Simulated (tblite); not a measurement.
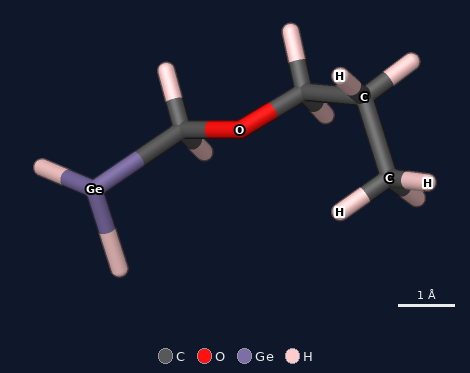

Figure 1. The structure (stick view, seen at a tilt). Sticks mark near contacts.

**Nudged elastic band of C4H11GeO (charge −1)**

- system: C4H11GeO, charge −1
- method: GFN2-xTB climbing-image nudged elastic band, gas phase (tblite 0.8.0)

The run did not end well.

### The input
```
{"job": {"xc": "GFN2-xTB", "basis": "xTB", "kind": "neb"}, "charge": -1, "multiplicity": 1}
C     -2.240363     0.609159    -0.544435
C     -1.876328    -0.433514     0.504318
C     -0.430995    -0.900529     0.331976
O      0.439889     0.158678     0.561022
C      1.814006    -0.182717     0.369574
Ge     2.914230     1.531792     0.749349
H     -3.232690     1.020504    -0.361257
H     -2.222699     0.169999    -1.540686
H     -1.508088     1.410997    -0.509509
H     -1.975030     0.003721     1.499942
H     -2.545393    -1.297425     0.436718
H     -0.221536    -1.732933     1.036288
H     -0.289530    -1.304509    -0.690290
H      2.072939    -0.996003     1.073076
H      1.945172    -0.597988    -0.639927
H      4.337902     0.629461     0.543052
H      3.011514     1.923335    -0.892481
```

The first line tells a small driver script what to run in tblite; the rest is the geometry in Å.

Launch command:
```bash
OMP_NUM_THREADS=1 python <driver script> task.json out
```

### Output
```
image   E - E0 / eV
  0       0.0000
  1       0.0142
  2       0.1156
  3       1.4538
  4       4.0712
  5       1.2675
  6       0.1270
```

### Outcome

| quantity | value |
| --- | --- |
| outcome | not converged |
| forward barrier | 4.071 eV |
| hardware | 1 CPU thread, shared host |
| wall time | 16 s |
| peak memory | 0.2 GiB |

### Diagnosis

The run did not converge. At least one of its steps failed, so the values that rest on that step are not results.
